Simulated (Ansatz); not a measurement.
# LaRuSi (P4/nmm): the equilibrium volume, part 2 of 2

At what volume is LaRuSi (P4/nmm) free of pressure?

Ansatz 0.2.0; DFT PBEsol, scalar-relativistic, plane waves, PAW. The steps go on from the part before.

## (4) Full relaxation

Input file input.yaml:

```yaml
crystal:
  lattice:
    - [4.2141078342, 0.0, 0.0]
    - [0.0, 4.2141078342, 0.0]
    - [0.0, 0.0, 7.0171268738]
  atoms:
    - { symbol: La, position: [0.5, 0.0, 0.681579509] }
    - { symbol: La, position: [0.0, 0.5, 0.318420491] }
    - { symbol: Si, position: [0.5, 0.0, 0.1687017658] }
    - { symbol: Si, position: [0.0, 0.5, 0.8312982342] }
    - { symbol: Ru, position: [0.0, 0.0, 0.0] }
    - { symbol: Ru, position: [0.5, 0.5, 0.0] }
basis:
  ecutwfc: 420
kpoints:
  mp_grid: { grid: [8, 8, 6] }
hamiltonian:
  xc: pbesol
scf:
  occupations: { method: gaussian, width: 0.05 }
output:
  forces: true
  stress: true
  eigenvalues: true
  write_density: true
  write_potential: true
  elf: true
  volumetric_format: npy
relax:
  adjacent_minimum: "off"
  f_tol: 0.005
  max_steps: 80
  cell: { stress_tol: 0.05 }
```

On the command line:

```sh
ansatz run input.yaml --threads 8 --pin off --max-ram 14336MiB --backend cpu --events-out ev --progress --plain --runs-dir out
```

The log of the run:

```text
Warning: RAYON_NUM_THREADS=8 ignored (pool sized by the plan → 8); use --threads N
Engine: ansatz 0.2.0, aarch64-unknown-linux-gnu
Pseudopotentials: kind: paw
Pseudopotential: La, paw, valence charge 11, recommended cutoff 420 eV (normal), La.paw.azcp
Pseudopotential: Si, paw, valence charge 4, recommended cutoff 420 eV (normal), Si.paw.azcp
Pseudopotential: Ru, paw, valence charge 16, recommended cutoff 420 eV (normal), Ru.paw.azcp
Functional definition: PBEsol
  exchange = pbesol_x
  correlation = pbesol_c
Crystal: 6 atoms, lattice volume = 124.615 Å³
Basis set: ecut = 420 eV, 2427 PW (Γ), exchange–correlation on 60×60×96 points (8 copies of the dense FFT grid, shifted against one another)
Bands: 38, of which v1, the nominal top of the filled ones, is band 31 counted from 1 (30 counted from 0)
Symmetry: 16 space group operations
Space group: P4/nmm (ITA 129), of the structure as read, at distance tolerance 5.0e-5 Å
k-points: 60 of 384
Non-local potential: La, projectors of the file, l = 0: 3, l = 1: 2, l = 2: 2, l = 3: 3
Non-local potential: Si, projectors of the file, l = 0: 2, l = 1: 2, l = 2: 2
Non-local potential: Ru, projectors of the file, l = 0: 3, l = 1: 2, l = 2: 2, l = 3: 1
PAW form: soft (Blöchl's): semilocal exchange-correlation on the pseudo side does not see the compensation charge
PAW frozen core: La, regenerated for the run's functional, and the local potential with it (the file was generated under x = pbe(κ = 0.804, μ = 0.2195149727645171), c = pbe(β = 0.06672455060314922))
PAW frozen core: Si, regenerated for the run's functional, and the local potential with it (the file was generated under x = pbe(κ = 0.804, μ = 0.2195149727645171), c = pbe(β = 0.06672455060314922))
PAW frozen core: Ru, regenerated for the run's functional, and the local potential with it (the file was generated under x = pbe(κ = 0.804, μ = 0.2195149727645171), c = pbe(β = 0.06672455060314922))
PAW one-centre angular grid: La, 590 points (default); XC on 64 Gauss nodes
PAW one-centre angular grid: Si, 110 points (default); XC on 64 Gauss nodes
PAW one-centre angular grid: Ru, 590 points (default); XC on 64 Gauss nodes
Initial density: superposition of atomic densities (neutral atoms: chi_scale 0, normalization atom), corrected by the library's trained network
Initial wavefunctions: pseudopotential atomic-orbital guess
Functional: x = pbesol(κ = 0.804, μ = 0.12345679012345678), c = pbesol(β = 0.046)
SCF iter   1: F=—  HF=-25203.344932 eV  |F-HF|=—  |Δ(HF+E_count)|=         —  Δρ=6.46e-3  dr2=1.30e-1  ethr=1.77e-3  ⟨swp⟩=6.0  Hψ=9422  notcnv=0
preconditioner: auto → Kerker (q_TF=auto, 2.429 Å⁻¹)  [metal: Δε(μ)=0.026 eV  Ē_g=8.221 eV  σ=0.050 eV  W_gap=0.29  n_scr=36 (ndim 8)  ℏωp=21.6 eV  f_vac=0.000  D(μ)=7.36/eV (n_scr^D=66)]
SCF iter   2: F=—  HF=-25203.335760 eV  |F-HF|=—  |Δ(HF+E_count)|=   9.17e-3  Δρ=2.35e-3  dr2=1.60e-2  ethr=2.10e-4  ⟨swp⟩=3.0  Hψ=3632  notcnv=0  defer=126
SCF iter   3: F=—  HF=-25203.334678 eV  |F-HF|=—  |Δ(HF+E_count)|=   1.08e-3  Δρ=7.35e-4  dr2=1.20e-3  ethr=2.58e-5  ⟨swp⟩=2.0  Hψ=3656  notcnv=0  defer=126
SCF iter   4: F=—  HF=-25203.334538 eV  |F-HF|=—  |Δ(HF+E_count)|=   1.40e-4  Δρ=2.56e-4  dr2=1.49e-4  ethr=1.94e-6  ⟨swp⟩=2.0  Hψ=3285  notcnv=0  defer=126
SCF iter   5: F=—  HF=-25203.334526 eV  |F-HF|=—  |Δ(HF+E_count)|=   1.23e-5  Δρ=4.72e-5  dr2=7.12e-6  ethr=2.40e-7  ⟨swp⟩=2.2  Hψ=3171  notcnv=0  defer=126
SCF iter   6: F=—  HF=-25203.334577 eV  |F-HF|=—  |Δ(HF+E_count)|=   5.13e-5  Δρ=1.50e-5  dr2=3.98e-7  ethr=1.15e-8  ⟨swp⟩=2.0  Hψ=3518  notcnv=0  defer=126
SCF iter   7: F=-25203.334577 eV  HF=-25203.334577 eV  |F-HF|=1.10e-8  |Δ(HF+E_count)|=   6.62e-8  Δρ=2.90e-6  dr2=1.82e-8  ethr=1.61e-10  ⟨swp⟩=18.5  Hψ=19419  notcnv=0
SCF 1 converged in 7 iterations: F = -25203.334577 eV  dr2 = 1.82e-8
relax step   1: F+E_penalty+E_count = -25203.33457674 eV  Δ(F+E_penalty+E_count) = +0.000e0 eV  max|allowed force component| = 5.370e-3 eV/Å  Δτ_max = 0.0000 Å  P = -0.128 GPa  Ω = 124.615 Å³  (7 SCF iters, dr2 threshold 1.00e-7 eV, accepted)
Crystal: 6 atoms, lattice volume = 124.480 Å³
Initial density: handed on by an earlier stage of this run
Initial wavefunctions: those handed on with the density
iter 1 solved again at ethr=1.23e-6 eV; its pass at ethr=3.10e-3 eV (dr2=7.61e-4 eV) is discarded
SCF iter   1: F=—  HF=-25203.335026 eV  |F-HF|=—  |Δ(HF+E_count)|=         —  Δρ=4.96e-4  dr2=7.30e-4  ethr=1.23e-6  ⟨swp⟩=2.5  Hψ=13381  notcnv=0
preconditioner: auto → Kerker (q_TF=auto, 2.429 Å⁻¹)  [metal: Δε(μ)=0.017 eV  Ē_g=8.248 eV  σ=0.050 eV  W_gap=0.18  n_scr=36 (ndim 8)  ℏωp=21.6 eV  f_vac=0.000  D(μ)=7.53/eV (n_scr^D=66)]
SCF iter   2: F=—  HF=-25203.334963 eV  |F-HF|=—  |Δ(HF+E_count)|=   6.34e-5  Δρ=2.11e-4  dr2=1.45e-4  ethr=1.18e-6  ⟨swp⟩=1.1  Hψ=2284  notcnv=0
SCF iter   3: F=—  HF=-25203.334988 eV  |F-HF|=—  |Δ(HF+E_count)|=   2.58e-5  Δρ=6.28e-5  dr2=2.07e-5  ethr=2.34e-7  ⟨swp⟩=1.5  Hψ=2644  notcnv=0
SCF iter   4: F=—  HF=-25203.334986 eV  |F-HF|=—  |Δ(HF+E_count)|=   2.80e-6  Δρ=1.94e-5  dr2=7.25e-7  ethr=3.34e-8  ⟨swp⟩=2.2  Hψ=3765  notcnv=0
iter 5 did not close the SCF: its close was put off for the readings that it lacked (scf_convergence_deferred on its scf_iter line)
SCF iter   5: F=-25203.334985 eV  HF=-25203.334985 eV  |F-HF|=2.29e-8  |Δ(HF+E_count)|=   1.92e-7  Δρ=4.49e-6  dr2=3.56e-8  ethr=1.17e-9  ⟨swp⟩=2.0  Hψ=3777  notcnv=0
SCF iter   6: F=-25203.334985 eV  HF=-25203.334985 eV  |F-HF|=1.42e-9  |Δ(HF+E_count)|=   3.53e-9  Δρ=7.93e-7  dr2=1.95e-9  ethr=5.75e-11  ⟨swp⟩=8.6  Hψ=16689  notcnv=0
SCF 2 converged in 6 iterations: F = -25203.334985 eV  dr2 = 1.95e-9
relax step   2: F+E_penalty+E_count = -25203.33498548 eV  Δ(F+E_penalty+E_count) = -4.087e-4 eV  max|allowed force component| = 3.440e-2 eV/Å  Δτ_max = 0.0010 Å  P = +0.050 GPa  Ω = 124.480 Å³  energy of the carried Pulay correction = +1.822e-5 eV  (6 SCF iters, dr2 threshold 1.93e-7 eV, accepted)
Crystal: 6 atoms, lattice volume = 124.659 Å³
iter 1 solved again at ethr=2.36e-6 eV; its pass at ethr=3.10e-3 eV (dr2=1.46e-3 eV) is discarded
SCF iter   1: F=—  HF=-25203.335221 eV  |F-HF|=—  |Δ(HF+E_count)|=         —  Δρ=5.36e-4  dr2=1.50e-3  ethr=2.36e-6  ⟨swp⟩=1.1  Hψ=10960  notcnv=0
preconditioner: auto → Kerker (q_TF=auto, 2.428 Å⁻¹)  [metal: Δε(μ)=0.006 eV  Ē_g=8.254 eV  σ=0.050 eV  W_gap=0.07  n_scr=36 (ndim 8)  ℏωp=21.6 eV  f_vac=0.000  D(μ)=7.60/eV (n_scr^D=66)]
SCF iter   2: F=—  HF=-25203.335108 eV  |F-HF|=—  |Δ(HF+E_count)|=   1.13e-4  Δρ=2.09e-4  dr2=3.50e-4  ethr=2.36e-6  ⟨swp⟩=1.1  Hψ=2283  notcnv=0
SCF iter   3: F=—  HF=-25203.335073 eV  |F-HF|=—  |Δ(HF+E_count)|=   3.45e-5  Δρ=5.69e-5  dr2=2.23e-5  ethr=5.64e-7  ⟨swp⟩=1.7  Hψ=2391  notcnv=0
SCF iter   4: F=—  HF=-25203.335117 eV  |F-HF|=—  |Δ(HF+E_count)|=   4.38e-5  Δρ=1.78e-5  dr2=6.66e-7  ethr=3.59e-8  ⟨swp⟩=2.1  Hψ=3876  notcnv=0
iter 5 did not close the SCF: its close was put off for the readings that it lacked (scf_convergence_deferred on its scf_iter line)
SCF iter   5: F=-25203.335117 eV  HF=-25203.335117 eV  |F-HF|=5.84e-8  |Δ(HF+E_count)|=   9.03e-8  Δρ=6.61e-6  dr2=7.28e-8  ethr=1.07e-9  ⟨swp⟩=2.1  Hψ=3640  notcnv=0
SCF iter   6: F=-25203.335117 eV  HF=-25203.335117 eV  |F-HF|=1.87e-9  |Δ(HF+E_count)|=   1.22e-8  Δρ=1.13e-6  dr2=2.71e-9  ethr=1.17e-10  ⟨swp⟩=8.1  Hψ=16531  notcnv=0
SCF 3 converged in 6 iterations: F = -25203.335117 eV  dr2 = 2.71e-9
relax step   3: F+E_penalty+E_count = -25203.33511690 eV  Δ(F+E_penalty+E_count) = -1.314e-4 eV  max|allowed force component| = 1.089e-2 eV/Å  Δτ_max = 0.0028 Å  P = -0.025 GPa  Ω = 124.659 Å³  energy of the carried Pulay correction = -5.847e-6 eV  (6 SCF iters, dr2 threshold 7.40e-8 eV, accepted)
Crystal: 6 atoms, lattice volume = 124.646 Å³
iter 1 solved again at ethr=2.65e-8 eV; its pass at ethr=3.10e-3 eV (dr2=1.64e-5 eV) is discarded
SCF iter   1: F=—  HF=-25203.335083 eV  |F-HF|=—  |Δ(HF+E_count)|=         —  Δρ=5.50e-5  dr2=1.76e-5  ethr=2.65e-8  ⟨swp⟩=2.0  Hψ=11468  notcnv=0
preconditioner: auto → Kerker (q_TF=auto, 2.429 Å⁻¹)  [metal: Δε(μ)=0.005 eV  Ē_g=8.251 eV  σ=0.050 eV  W_gap=0.06  n_scr=36 (ndim 8)  ℏωp=21.6 eV  f_vac=0.000  D(μ)=7.57/eV (n_scr^D=66)]
SCF iter   2: F=—  HF=-25203.335130 eV  |F-HF|=—  |Δ(HF+E_count)|=   4.76e-5  Δρ=2.97e-5  dr2=6.16e-6  ethr=2.65e-8  ⟨swp⟩=1.0  Hψ=2280  notcnv=0
SCF iter   3: F=—  HF=-25203.335131 eV  |F-HF|=—  |Δ(HF+E_count)|=   4.38e-7  Δρ=5.80e-6  dr2=2.62e-7  ethr=9.94e-9  ⟨swp⟩=1.9  Hψ=2516  notcnv=0
iter 4 did not close the SCF: its close was put off for the readings that it lacked (scf_convergence_deferred on its scf_iter line)
SCF iter   4: F=-25203.335131 eV  HF=-25203.335131 eV  |F-HF|=3.53e-9  |Δ(HF+E_count)|=   3.36e-8  Δρ=2.08e-6  dr2=7.25e-9  ethr=4.22e-10  ⟨swp⟩=2.1  Hψ=2967  notcnv=0
iter 5 did not close the SCF: its close was put off for the readings that it lacked (scf_convergence_deferred on its scf_iter line)
SCF iter   5: F=-25203.335131 eV  HF=-25203.335131 eV  |F-HF|=1.06e-10  |Δ(HF+E_count)|=  8.55e-10  Δρ=4.31e-7  dr2=3.16e-10  ethr=1.17e-11  ⟨swp⟩=2.5  Hψ=3933  notcnv=0
SCF iter   6: F=-25203.335131 eV  HF=-25203.335131 eV  |F-HF|=1.46e-11  |Δ(HF+E_count)|=  7.28e-12  Δρ=1.07e-7  dr2=1.63e-11  ethr=1.00e-12  ⟨swp⟩=5.0  Hψ=12428  notcnv=0
SCF 4 converged in 6 iterations: F = -25203.335131 eV  dr2 = 1.63e-11
relax step   4: F+E_penalty+E_count = -25203.33513079 eV  Δ(F+E_penalty+E_count) = -1.389e-5 eV  max|allowed force component| = 6.686e-4 eV/Å  Δτ_max = 0.0009 Å  P = -0.004 GPa  Ω = 124.646 Å³  energy of the carried Pulay correction = -4.205e-6 eV  (6 SCF iters, accepted)
Initial wavefunctions: pseudopotential atomic-orbital guess (no wavefunctions were taken with the density)
iter 1 solved again at ethr=1.45e-6 eV; its pass at ethr=3.10e-3 eV (dr2=8.97e-4 eV) is discarded
SCF iter   1: F=—  HF=-25203.335075 eV  |F-HF|=—  |Δ(HF+E_count)|=         —  Δρ=4.14e-6  dr2=5.38e-9  ethr=1.45e-6  ⟨swp⟩=3.0  Hψ=15887  notcnv=0
eigensolver tolerance schedule: the retry pair's looser diagonalisation over-reported the residual by 166660.76 of it (diagonalisation noise at an unbounded share of the residual, at the tolerance the schedule requests for it); recorded, not acted on — ethr = c·dr2/N_el stays at c = 1.0e-1
preconditioner: auto → Kerker (q_TF=auto, 2.429 Å⁻¹)  [metal: Δε(μ)=0.005 eV  Ē_g=8.251 eV  σ=0.050 eV  W_gap=0.06  n_scr=36 (ndim 8)  ℏωp=21.6 eV  f_vac=0.000  D(μ)=7.58/eV (n_scr^D=66)]
SCF iter   2: F=—  HF=-25203.335124 eV  |F-HF|=—  |Δ(HF+E_count)|=   4.94e-5  Δρ=1.93e-6  dr2=9.60e-10  ethr=8.68e-12  ⟨swp⟩=4.0  Hψ=7003  notcnv=0
SCF iter   3: F=—  HF=-25203.335124 eV  |F-HF|=—  |Δ(HF+E_count)|=  6.44e-10  Δρ=9.24e-7  dr2=2.37e-10  ethr=1.55e-12  ⟨swp⟩=1.6  Hψ=2885  notcnv=0
iter 4 did not close the SCF: its close was put off for the readings that it lacked (scf_convergence_deferred on its scf_iter line)
SCF iter   4: F=-25203.335124 eV  HF=-25203.335124 eV  |F-HF|=3.64e-12  |Δ(HF+E_count)|=  2.26e-10  Δρ=8.58e-8  dr2=7.01e-12  ethr=1.00e-12  ⟨swp⟩=1.9  Hψ=2888  notcnv=0
iter 5 did not close the SCF: its close was put off for the readings that it lacked (scf_convergence_deferred on its scf_iter line)
SCF iter   5: F=-25203.335124 eV  HF=-25203.335124 eV  |F-HF|=7.28e-12  |Δ(HF+E_count)|=  1.09e-11  Δρ=2.23e-8  dr2=8.06e-13  ethr=1.00e-12  ⟨swp⟩=1.0  Hψ=2280  notcnv=0
iter 6 did not close the SCF: its close was put off for the readings that it lacked (scf_convergence_deferred on its scf_iter line)
SCF iter   6: F=-25203.335124 eV  HF=-25203.335124 eV  |F-HF|=0.00e0  |Δ(HF+E_count)|=  3.64e-12  Δρ=8.42e-9  dr2=1.01e-13  ethr=1.00e-12  ⟨swp⟩=1.0  Hψ=2280  notcnv=0
iter 7 did not close the SCF: its close was put off for the readings that it lacked (scf_convergence_deferred on its scf_iter line)
SCF iter   7: F=-25203.335124 eV  HF=-25203.335124 eV  |F-HF|=0.00e0  |Δ(HF+E_count)|=  3.64e-12  Δρ=1.97e-9  dr2=4.37e-15  ethr=1.00e-12  ⟨swp⟩=1.0  Hψ=2280  notcnv=0
SCF iter   8: F=-25203.335124 eV  HF=-25203.335124 eV  |F-HF|=0.00e0  |Δ(HF+E_count)|=    0.00e0  Δρ=4.47e-10  dr2=4.74e-16  ethr=1.00e-12  ⟨swp⟩=5.7  Hψ=9251  notcnv=0
SCF 5 converged in 8 iterations: F = -25203.335124 eV  dr2 = 4.74e-16
relax step   5: F+E_penalty+E_count = -25203.33512430 eV  Δ(F+E_penalty+E_count) = +6.485e-6 eV  max|allowed force component| = 6.699e-4 eV/Å  Δτ_max = 0.0000 Å  P = -0.004 GPa  Ω = 124.646 Å³  stress off target by 5.11e-3 GPa  SCF on the basis re-selected at this cell (its energy is not comparable with the rows above)  (8 SCF iters)
basis re-selected at this cell: Δ(F+E_penalty+E_count) = +6.485e-6 eV, ΔP = +0.000 GPa vs the last step (what re-selecting the basis moved, of the pressure what is left beyond the Pulay correction that the steps carried, after the strain that the cell walked since its last selection, with what the two solves' SCF thresholds leave and, on support functions, any second-order correction that the steps lacked; it is no measure of the basis error at this ecutwfc). This SCF's stress stands 5.11e-3 GPa from its target on what of the cell is left free (relax.cell.stress_tol is 5.00e-2 GPa) and its largest allowed force component is 6.70e-4 eV/Å (relax.f_tol is 5.00e-3 eV/Å): within both
SCF converged after 8 iterations
Free energy (F): -25203.335124 eV
Harris-Foulkes:  -25203.335124 eV  (|F-HF|=0.00e0)
Internal energy: -25203.325651 eV  (E = F + TS)
E sigma→0 (E₀):  -25203.330388 eV
Entropy (-TS):   -0.009473 eV (-1.579 meV/atom)
Fermi energy:    13.704071 eV
--- Per-component energies (eV) ---
  E_band       = -358.636523
  E_kinetic    = 1507.599215
  E_local      = -6217.159547  (includes V_loc(G=0)·N_el)
  E_nonlocal   = 937.408993
  E_hartree    = 2434.124609
  E_xc         = -770.421778
  E_vxc        = -872.597657  (∫ρ·V_xc dr)
  E_paw        = -18455.842727  (= ΣΔE_a)
  E_vpaw       = -582.136393  (= ΣTr[D̂ρ^β])
  E_aug_tail   = -0.000353  (compensation charges beyond the density's cutoff)
  E_ewald      = -4639.942796
  E_core_change = 0.908732  (= ΣΔE_core)
  E_smearing   = -0.009473  (= −TS)
  E_closure    = -0.000000  (closes the sum)
  Σ components = -25203.335124   (vs F -25203.335124, Δ=0.00e0)
--- Forces (eV/Å), atoms counted from 1 ---
  atom   1  La     0.00000000     0.00000000     0.00066988
  atom   2  La     0.00000000     0.00000000    -0.00066988
  atom   3  Si     0.00000000     0.00000000    -0.00043257
  atom   4  Si     0.00000000     0.00000000     0.00043257
  atom   5  Ru     0.00000000     0.00000000    -0.00000000
  atom   6  Ru     0.00000000     0.00000000    -0.00000000
  max |Σ_I F_I| component: 6.94e-18 eV/Å
--- Stress (GPa, compression-positive) ---
       -0.005105       0.000000       0.000000
        0.000000      -0.005105       0.000000
        0.000000       0.000000      -0.000298
  P = ⅓ Tr σ = -0.0035 GPa (-0.035 kbar)
--- Band table (eV; the first three rows and the last of 60) ---
  k-point 0: bands = ["-58.3892", "-58.3553", "-28.6032", "-28.6032", "-28.4079", "-28.4079", "-28.3741", "-28.3241", "-18.5514", "-18.4619", "-2.6134", "-2.3124", "-2.3124", "-2.1654", "-2.1103", "-2.1103", "4.5592", "5.5996", "9.0612", "9.8268", "9.8268", "9.8277", "10.0944", "11.1243", "11.6760", "11.6760", "13.2819", "13.2819", "13.4605", "13.6030", "14.0790", "14.3753", "14.5814", "14.8882", "15.5361", "15.5361", "15.7733", "15.7779"]
  k-point 1: bands = ["-58.3892", "-58.3553", "-28.6032", "-28.6032", "-28.4079", "-28.4079", "-28.3741", "-28.3241", "-18.5495", "-18.4638", "-2.5946", "-2.3167", "-2.3167", "-2.1923", "-2.1057", "-2.1057", "4.6297", "5.6123", "9.0097", "9.8277", "9.8277", "9.8283", "9.8728", "11.1823", "11.6656", "11.6656", "13.3190", "13.3190", "13.4530", "13.5517", "13.6105", "14.5489", "14.8882", "15.0565", "15.4957", "15.4957", "15.7991", "15.7991"]
  k-point 2: bands = ["-58.3892", "-58.3553", "-28.6032", "-28.6032", "-28.4079", "-28.4079", "-28.3741", "-28.3241", "-18.5453", "-18.4681", "-2.5473", "-2.3248", "-2.3248", "-2.2556", "-2.0972", "-2.0972", "4.7861", "5.6281", "8.9344", "9.4438", "9.8295", "9.8296", "9.8296", "11.3227", "11.6432", "11.6432", "13.0662", "13.4088", "13.4088", "13.4253", "13.4675", "14.8882", "14.9358", "15.3457", "15.3457", "15.5759", "15.8900", "15.8900"]
  k-point 59: bands = ["-58.3721", "-58.3721", "-28.6325", "-28.6325", "-28.3878", "-28.3878", "-28.3472", "-28.3472", "-18.4703", "-18.4703", "-2.6367", "-2.6367", "-2.3557", "-2.3557", "-2.3030", "-2.3030", "5.9503", "5.9503", "8.7757", "8.7757", "11.1274", "11.1274", "11.3525", "11.3525", "11.6009", "11.6009", "12.3277", "12.3277", "12.7900", "12.7900", "13.1157", "13.1157", "14.7878", "14.7878", "15.4245", "15.4245", "15.9784", "15.9784"]
--- Relaxed structure (4 steps of the walk, 4 accepted, 1 SCFs on fresh bases) ---
  F+E_penalty+E_count = -25203.33512430 eV   max|allowed force component| = 6.699e-4 eV/Å   (the final SCF, on the basis selected at the relaxed cell)
  cell:  # Å, volume = 124.6463 Å³
    - [4.207695716477713, 0.0, 0.0]
    - [0.0, 4.207695716477713, 0.0]
    - [0.0, 0.0, 7.040295532707579]
  atoms:
    - { symbol: La, position: [0.5, -7.43847031334414e-38, 0.6817352140222338] }
    - { symbol: La, position: [1.0860166657482445e-36, 0.5, 0.31826478597776614] }
    - { symbol: Si, position: [0.5, 1.487694062668828e-38, 0.16831357843354577] }
    - { symbol: Si, position: [-2.5290799065370075e-37, 0.5, 0.8316864215664542] }
    - { symbol: Ru, position: [-1.1232090173149651e-36, 1.487694062668828e-38, 2.287177714165469e-35] }
    - { symbol: Ru, position: [0.5, 0.5, -4.5743554283309375e-36] }
```

Run time: 17 s. Hardware: 8 threads of Arm Neoverse V1, shared host; peak memory 0.76 GiB.

The steps of the relaxation:

```csv
step,energy from step 1 (meV/atom),largest force component (eV/Å),pressure (GPa),volume (Å³/atom)
1,0.0,0.005,-0.13,20.769
2,-0.1,0.034,0.05,20.747
3,-0.1,0.011,-0.02,20.776
4,-0.1,0.001,0.00,20.774
5,-0.1,0.001,0.00,20.774
```

Step 1 is the start. Step 5 repeats the geometry before it on a plane-wave basis chosen anew for the final cell, which leaves the energy as it was. The run keeps the 16 symmetry operations that it found, so it can't reach a distortion that breaks them.

This gives: volume 20.774 Å³/atom, pressure 0.00 GPa, no gap.

## (5) The way to zero pressure

```csv
step,level,mesh,relaxed,volume (Å³/atom),pressure (GPa)
2,PBEsol,4×4×4,nothing,21.128,-3.49
3,PBEsol,6×6×4,all,20.769,-0.06
4,PBEsol,8×8×6,all,20.774,0.00
```

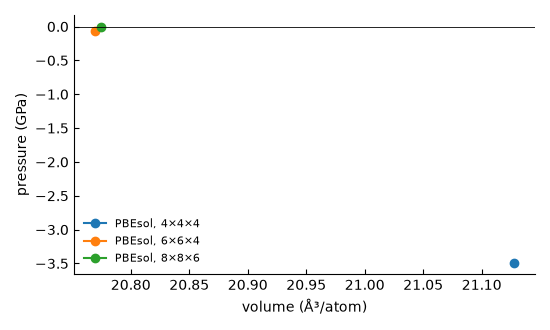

Pressure against volume, run by run.

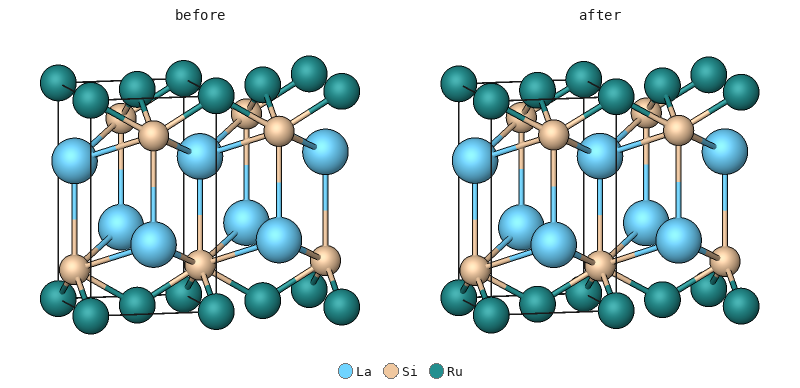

Before and after, drawn at the same scale.

The cell before and after:

| cell as typed | before | after | change |
| --- | --- | --- | --- |
| a (Å) | 4.225 | 4.208 | -0.4 % |
| b (Å) | 4.225 | 4.208 | -0.4 % |
| c (Å) | 7.102 | 7.040 | -0.9 % |
| volume (Å³/atom) | 21.128 | 20.774 | -1.7 % |
| shortest distance (Å) | 2.451 | 2.415 | -1.5 % |
| space group | P4/nmm | P4/nmm | same |

## (6) Summary of results

This closing draws on all 2 parts. Changes of volume or cell count from the first structure of part 1.

| quantity | value |
| --- | --- |
| volume | 20.774 Å³/atom |
| pressure | 0.00 GPa |
| conventional cell | a = 4.208 Å, b = 4.208 Å, c = 7.040 Å, α = 90.00°, β = 90.00°, γ = 90.00° |
| gap on the mesh | none (metal) |

What this shows: From the first run shown, the volume went from 21.13 to 20.77 Å³/atom (-1.7 %) in 3 runs, where the pressure is zero within 0.01 GPa.
